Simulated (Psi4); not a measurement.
**One shape, several levels: doublet S2O+**

Aim: a comparison of 3 runs (U-wB97X/def2-TZVP, UB3LYP/def2-TZVP, UBHLYP/def2-TZVP) of doublet S2O+. 

The results are computed with Psi4 1.11.

## 1. Starting point

The species is S2O+ (3 atoms), meant as a doublet with charge +1. As SMILES of the parent species, `O=S=S`. The shape is that of a PBE0-D4/def2-TZVP optimisation. That shape belongs to the parent species and isn't relaxed for this state.

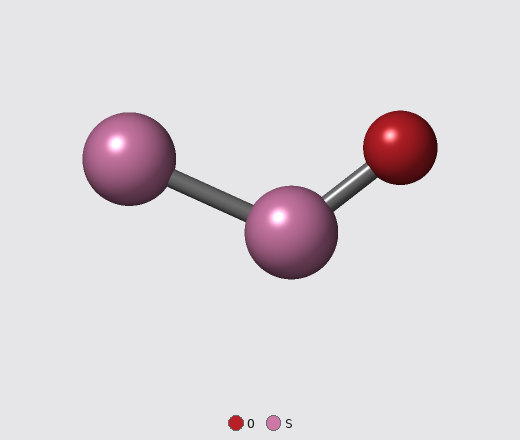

The structure, seen from a chosen angle (oxygen red, sulfur pink).

## 2. A single-point energy at U-wB97X/def2-TZVP (run 1)

Input file os2.xyz:

```xyz
3
OS2
O      0.451630     1.204020     0.493170
S      0.529120    -0.205510     0.148940
S     -0.980740    -0.998510    -0.642110
```

Input file run.py:

```python
import psi4

psi4.set_memory(2200000000)
psi4.set_num_threads(1)
psi4.core.set_output_file('os2.out', False)

with open('os2.xyz') as f:
    atoms = ''.join(f.readlines()[2:])
geom = psi4.geometry('1 2\n' + atoms + 'symmetry c1\nno_reorient\nno_com')

psi4.set_options({
    'basis': 'def2-TZVP',
    'reference': 'uks',
    'puream': True,
    'e_convergence': 1e-09,
    'd_convergence': 1e-08,
    'scf_type': 'pk',
    'dft_radial_points': 99,
    'dft_spherical_points': 590,
    'maxiter': 100,
})

e_tot, wfn = psi4.energy('WB97X', return_wfn=True)
psi4.oeprop(wfn, 'LOWDIN_CHARGES', 'QUADRUPOLE', 'DIPOLE')
print('E =', round(e_tot, 9))
```

The run is started by

```
$ python run.py
```

os2.out:

```text
[...]
  Running in c1 symmetry.
[...]
  Nuclear repulsion =  142.341724241183584
[...]
  Multiplicity = 2
[...]
  Nalpha       = 20
  Nbeta        = 19
[...]
    Number of basis functions: 105
[...]
   @UKS iter   1:  -871.04109964753343    3.81903e-01   6.22674e-03 DIIS/ADIIS
[...]
   @UKS iter  23:  -871.22120724758702   -5.91172e-12   5.50960e-09 DIIS
[...]
   @S^2 Observed:                7.722067689E-01
[...]
  @UKS Final Energy:  -871.22120724758702
   => Energetics <=
    Nuclear Repulsion Energy =            142.3417242411835844
    One-Electron Energy =               -1474.2238688475504205
    Two-Electron Energy =                 505.8767412548739344
    DFT Exchange-Correlation Energy =     -45.2158038960940871
    Empirical Dispersion Energy =           0.0000000000000000
    VV10 Nonlocal Energy =                  0.0000000000000000
    Total Energy =                       -871.2212072475870173
[...]
 Multipole Moments:
 ------------------------------------------------------------------------------------
     Multipole            Electronic (a.u.)      Nuclear  (a.u.)        Total (a.u.)
 ------------------------------------------------------------------------------------
 L = 1.  Multiply by 2.5417464519 to convert [e a0] to [Debye]
 Dipole X            :          6.3827905           -6.8273537           -0.4445633
 Dipole Y            :         16.7916380          -18.2021444           -1.4105064
 Dipole Z            :          6.9104010           -7.4556499           -0.5452488
 Magnitude           :                                                    1.5762174
 L = 2.  Multiply by 1.3450342976 to convert [e a0^2] to [Debye ang]
 Quadrupole XX       :        -92.7592338           76.7809650          -15.9782689
 Quadrupole XY       :        -63.6014943           65.2747811            1.6732868
[...]
```

Standard output:

```text
E = -871.221207248
```

Wall time 33 s (1 thread of Intel Xeon Platinum 8259CL at 2.50GHz (Skylake/Cascade Lake), shared host); peak memory 0.96 GiB.

## 3. Energy and forces at UB3LYP/def2-TZVP (run 2)

Input file os2.dat:

```
memory 2.2 GB

molecule molecule1 {
  1 2
  O      0.85345701     2.27526805     0.93195623
  S      0.99989189    -0.38835762     0.28145581
  S     -1.85333000    -1.88691043    -1.21341204
  units bohr
  symmetry c1
  no_reorient
  no_com
}

set {
  basis                def2-TZVP
  reference            uks
  puream               true
  e_convergence        1e-09
  d_convergence        1e-08
  scf_type             pk
  dft_radial_points    99
  dft_spherical_points 590
  maxiter              100
}

E, wfn = gradient("b3lyp", return_wfn=True)
oeprop(wfn, "WIBERG_LOWDIN_INDICES", "LOWDIN_CHARGES", "MULLIKEN_CHARGES")
```

The run is started by

```
$ psi4 os2.dat os2.out -n 1
```

os2.out:

```text
[...]
  Running in c1 symmetry.
[...]
  Nuclear repulsion =  142.341724245657076
[...]
  Multiplicity = 2
[...]
  Nalpha       = 20
  Nbeta        = 19
[...]
    Number of basis functions: 105
[...]
   @UKS iter   1:  -871.10157824095882    5.24001e-01   7.00662e-03 ADIIS/DIIS
[...]
   @UKS iter  19:  -871.29021000600767   -2.61480e-12   4.43423e-09 DIIS
[...]
   @S^2 Observed:                7.618518994E-01
[...]
  @UKS Final Energy:  -871.29021000600767
   => Energetics <=
    Nuclear Repulsion Energy =            142.3417242456570762
    One-Electron Energy =               -1474.3101436671256579
    Two-Electron Energy =                 508.7789890663668757
    DFT Exchange-Correlation Energy =     -48.1007796509060483
    Empirical Dispersion Energy =           0.0000000000000000
    VV10 Nonlocal Energy =                  0.0000000000000000
    Total Energy =                       -871.2902100060076691
[...]
  -Total Gradient:
     Atom            X                  Y                   Z
    ------   -----------------  -----------------  -----------------
       1       -0.003754766039     0.013231091917     0.002067058684
       2       -0.026085953188    -0.031745886930    -0.018455441972
       3        0.029835807105     0.018494232247     0.016381037838
[...]
  Mulliken Charges: (a.u.)
   Center  Symbol    Alpha    Beta     Spin     Total
       1     O     4.09561  4.07016  0.02546 -0.16577
       2     S     7.68060  7.61708  0.06351  0.70232
       3     S     8.22379  7.31276  0.91103  0.46345
   Total alpha = 20.00000, Total beta = 19.00000, Total charge =  1.00000
  Lowdin Charges: (a.u.)
   Center  Symbol    Alpha    Beta     Spin     Total
       1     O     4.07566  4.05273  0.02293 -0.12839
       2     S     7.76623  7.63581  0.13042  0.59796
       3     S     8.15811  7.31146  0.84664  0.53043
[...]
```

Wall time 33 s (1 thread of Intel Xeon Platinum 8259CL at 2.50GHz (Skylake/Cascade Lake), shared host); peak memory 0.85 GiB.

## 4. A single-point energy at UBHLYP/def2-TZVP (run 3)

os2.xyz is that of step 2.

Input file calc.py:

```python
import psi4

psi4.set_memory(2200000000)
psi4.set_num_threads(1)
psi4.set_output_file('os2.out', False)

with open('os2.xyz') as f:
    atoms = ''.join(f.readlines()[2:])
mol = psi4.geometry('1 2\n' + atoms + 'symmetry c1')

options = {'reference': 'uks', 'puream': True, 'e_convergence': 1e-09, 'd_convergence': 1e-08, 'scf_type': 'pk', 'dft_radial_points': 99, 'dft_spherical_points': 590, 'maxiter': 100}
psi4.set_options(options)

energy_value, wavefunction = psi4.energy('bhhlyp/def2-TZVP', return_wfn=True)
psi4.oeprop(wavefunction, 'MAYER_INDICES', 'LOWDIN_CHARGES', 'WIBERG_LOWDIN_INDICES')
print(f'bhhlyp/def2-TZVP energy: {energy_value:.10f} Eh')
for k, v in sorted(psi4.core.scalar_variables().items()):
    print(f'{k:45s} {v:18.10f}')
```

The run is started by

```
$ python calc.py
```

os2.out:

```text
[...]
  Running in c1 symmetry.
[...]
  Nuclear repulsion =  142.341724241183556
[...]
  Multiplicity = 2
[...]
  Nalpha       = 20
  Nbeta        = 19
[...]
    Number of basis functions: 105
[...]
   @UKS iter   1:  -871.04344954164674    4.22097e-01   5.97530e-03 DIIS/ADIIS
[...]
   @UKS iter  21:  -871.20601494861512   -4.66116e-12   8.65504e-09 DIIS
[...]
   @S^2 Observed:                8.025862273E-01
[...]
  @UKS Final Energy:  -871.20601494861512
   => Energetics <=
    Nuclear Repulsion Energy =            142.3417242411835559
    One-Electron Energy =               -1474.0943107593602690
    Two-Electron Energy =                 491.1794517514654217
    DFT Exchange-Correlation Energy =     -30.6328801819038361
    Empirical Dispersion Energy =           0.0000000000000000
    VV10 Nonlocal Energy =                  0.0000000000000000
    Total Energy =                       -871.2060149486151204
[...]
 Multipole Moments:
 ------------------------------------------------------------------------------------
     Multipole            Electronic (a.u.)      Nuclear  (a.u.)        Total (a.u.)
 ------------------------------------------------------------------------------------
 L = 1.  Multiply by 2.5417464519 to convert [e a0] to [Debye]
 Dipole X            :         -0.4121437           -0.0060304           -0.4181741
 Dipole Y            :         -1.0473211           -0.0124971           -1.0598181
 Dipole Z            :         -0.0000000            0.0000000           -0.0000000
 Magnitude           :                                                    1.1393349
[...]
```

On the terminal:

```text
bhhlyp/def2-TZVP energy: -871.2060149486 Eh
CURRENT ENERGY                                   -871.2060149486
CURRENT REFERENCE ENERGY                         -871.2060149486
DD SOLVATION ENERGY                                 0.0000000000
DFT FUNCTIONAL TOTAL ENERGY                      -871.2060149486
DFT TOTAL ENERGY                                 -871.2060149486
DFT VV10 ENERGY                                     0.0000000000
DFT XC ENERGY                                     -30.6328801819
GRID ELECTRONS ALPHA                               19.9999998956
GRID ELECTRONS BETA                                18.9999998982
GRID ELECTRONS TOTAL                               38.9999997938
NUCLEAR REPULSION ENERGY                          142.3417242412
ONE-ELECTRON ENERGY                             -1474.0943107594
PCM POLARIZATION ENERGY                             0.0000000000
PE ENERGY                                           0.0000000000
SCF ITERATION ENERGY                             -871.2060149486
SCF ITERATIONS                                     21.0000000000
SCF TOTAL ENERGY                                 -871.2060149486
TWO-ELECTRON ENERGY                               491.1794517515
XC GRID RADIAL POINTS                              99.0000000000
XC GRID SPHERICAL POINTS                          590.0000000000
XC GRID TOTAL POINTS                           163236.0000000000
```

It took 23 s on 1 thread of Intel Xeon Platinum 8259CL at 2.50GHz (Skylake/Cascade Lake), shared host; peak memory 0.85 GiB.

## 5. Overview of the runs

```tsv
run	level	task	energy (Eh)	HOMO energy (eV)	LUMO energy (eV)	⟨S²⟩	wall time
1	U-wB97X/def2-TZVP	energy	-871.221207	-18.33	-10.63	0.772	33 s
2	UB3LYP/def2-TZVP	gradient	-871.290210	-15.72	-13.20	0.762	33 s
3	UBHLYP/def2-TZVP	energy	-871.206015	-17.37	-11.69	0.803	23 s
```

## 6. Summary of results

| quantity | value |
| --- | --- |
| run 3: total energy | -871.20601 Eh |
| run 3: HOMO energy (highest over α and β) | -17.37 eV |
| run 3: LUMO energy (lowest over α and β) | -11.69 eV |
| run 3: ⟨S²⟩ | 0.803 |

**Reading.** Totals of different functionals can't be ranked against each other. All runs together took 89 s, the longest 33 s.
